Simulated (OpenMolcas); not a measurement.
## Spin-orbit calculation, with input and output: CH3AlO (part 4 of 4)

CH3AlO; CASPT2/ANO-RCC-VDZ, DKH2 (OpenMolcas 26.06). The geometry comes from this level: GFN2-xTB.

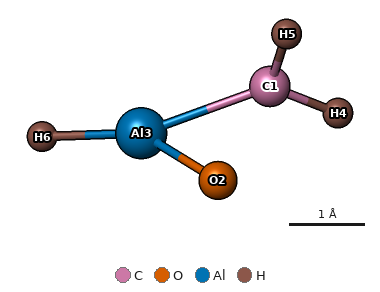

**Figure 1.** The structure (ball-and-stick view, seen at a tilt; atoms are numbered from 1 in the order of the input). Sticks mark near contacts.

### Output, continued
```
      ****************************************************************************************************
      *                                         Spin-free section                                        *
      *                 Note: index according to input order, order according to energy.                 *
      ****************************************************************************************************

  SPIN-FREE ENERGIES:
  (Shifted by EMIN (a.u.) =       -357.0892566836)

 SF State       Relative EMIN(au)   Rel lowest level(eV)    D:o, cm**(-1)

     1             0.0000000000        0.0000000000              0.0000
     2             0.1556822055        4.2363286249          34168.2947

++ Dipole transition strengths (spin-free states):
   -----------------------------------------------
     for osc. strength at least  1.00000000E-05

  ( Max oscillator strength is only    4.6652203435667373E-029 )
--

++ Velocity transition strengths (spin-free states):
   -------------------------------------------------
     for osc. strength at least  1.00000000E-05

  ( Max oscillator strength is only    1.7936034683281983E-028 )
--

++ Length and velocity gauge comparison (spin-free states):
   --------------------------------------------------------

 --------------------------------------------------
 A comparison between the dipole oscillator strengths in
 length and velocity gauge will be performed

     All dipole oscillator differences above the tolerance of   1.00000000E-01  will be printed

 Due to basis set deficiency these oscillator may be problematic

 The tolerance is defined as ABS(1-O_l/O_v)
 O_l : dipole oscillator strength in length gauge
 O_p : dipole oscillator strength in velocity gauge
 --------------------------------------------------

 No problematic oscillator strengths above the tolerance   0.10000000000000001       have been found

--

 Electric-dipole - electric-octupole not included
 Electric-dipole - magnetic-quadrupole not included

      ****************************************************************************************************
      *                                         Spin-orbit section                                       *
      ****************************************************************************************************

 Complex SO-Hamiltonian matrix elements over
 spin components of spin-free eigenstates (SFS):
 (In cm-1. Print threshold:     10.000 cm-1)
 ----------------------------------------------------------------------

  I1  S1  MS1    I2  S2  MS2    Real part    Imag part      Absolute
     2  1.0 -1.0    1  0.0  0.0        17.992         1.671        18.069
     3  1.0  0.0    1  0.0  0.0         0.000       -32.087        32.087
     4  1.0  1.0    1  0.0  0.0        17.992        -1.671        18.069
 ----------------------------------------------------------------------

       Total energies including SO-coupling:
::    SO-RASSI State    1     Total energy:    -357.08925690798986
::    SO-RASSI State    2     Total energy:    -356.93357447813855
::    SO-RASSI State    3     Total energy:    -356.93357447813855
::    SO-RASSI State    4     Total energy:    -356.93357425376570

   Eigenvalues of complex Hamiltonian:
   -----------------------------------
  (Shifted by EMIN (a.u.) =       -357.0892566836)

 SO State       Relative EMIN(au)   Rel lowest level(eV)    D:o, cm**(-1)

     1            -0.0000002244        0.0000000000              0.0000
     2             0.1556822055        4.2363347304          34168.3439
     3             0.1556822055        4.2363347304          34168.3439
     4             0.1556824299        4.2363408359          34168.3931

 Weights of the five most important spin-orbit-free states for each spin-orbit state.

 SO State  Total energy (au)           Spin-free states, spin, and weights
 -------------------------------------------------------------------------------------------------------
    1        -0.000000       1 0.0  1.0000    2 1.0  0.0000
    2         0.155682       2 1.0  1.0000    1 0.0  0.0000
    3         0.155682       2 1.0  1.0000    1 0.0  0.0000
    4         0.155682       2 1.0  1.0000    1 0.0  0.0000
 -------------------------------------------------------------------------------------------------------

      ****************************************************************************************************
      *                                    Special properties section                                    *
      ****************************************************************************************************

++ Length and velocity gauge comparison (SO states):

 --------------------------------------------------
 A comparison between the dipole oscillator strengths in
 length and velocity gauge will be performed

     All dipole oscillator differences above the tolerance of   1.00000000E-01  will be printed

 Due to basis set deficiency these oscillator may be problematic

 The tolerance is defined as ABS(1-O_l/O_v)
 O_l : dipole oscillator strength in length gauge
 O_p : dipole oscillator strength in velocity gauge
 --------------------------------------------------

 No problematic oscillator strengths above the tolerance   0.10000000000000001       have been found

--

 Electric-dipole - electric-octupole not included
--- Stop Module: rassi /rc=_RC_ALL_IS_WELL_ ---

.##################.
.# Happy landing! #.
.##################.

    Timing: Wall=6.74 User=5.47 System=1.23
```

This output came from the following input.

### Input
```
* CH3AlO CASPT2
>>> EXPORT MOLCAS_PRINT=2
&GATEWAY
Coord
6
angstrom
C       -0.015710      -0.232230      -0.789110
O        0.240780      -1.000660       0.600230
Al      -0.045810       0.599160       0.917200
H       -0.872510      -0.710350      -1.259130
H        0.875900      -0.374680      -1.395580
H       -0.182650       1.718750       1.926390
Basis=ANO-RCC-VDZ
Group=NoSym
AMFI
AngMom=0.0 0.0 0.0
&SEWARD
&RASSCF
FileOrb=$CurrDir/step2.RasOrb
Spin=1
Nactel=6 0 0
Inactive=12
Ras2=6
OrbListing=Nothing
OrbAppear=Compact
&CASPT2
IPEA=0.25
Imaginary=0.1
>>> COPY $Project.JobMix JOB001
&RASSCF
FileOrb=$CurrDir/step2.RasOrb
Spin=3
Nactel=6 0 0
Inactive=12
Ras2=6
OrbListing=Nothing
OrbAppear=Compact
&CASPT2
IPEA=0.25
Imaginary=0.1
>>> COPY $Project.JobMix JOB002
&RASSI
NrOfJobIphs=2 all
SpinOrbit
EJob
SOCoupling=10
```

Command:
```bash
export MOLCAS_MEM=1860
pymolcas step3.input > step3.log
```

### Results in brief

```tsv
quantity	value
outcome	converged
total energy	−357.089257 hartree
basis functions	37
lowest singlet excitation	4.24 eV
hardware	1 thread of Arm Neoverse V1, 24 GiB of memory available, shared host
wall time	7.2 s
peak memory	0.41 GiB
```
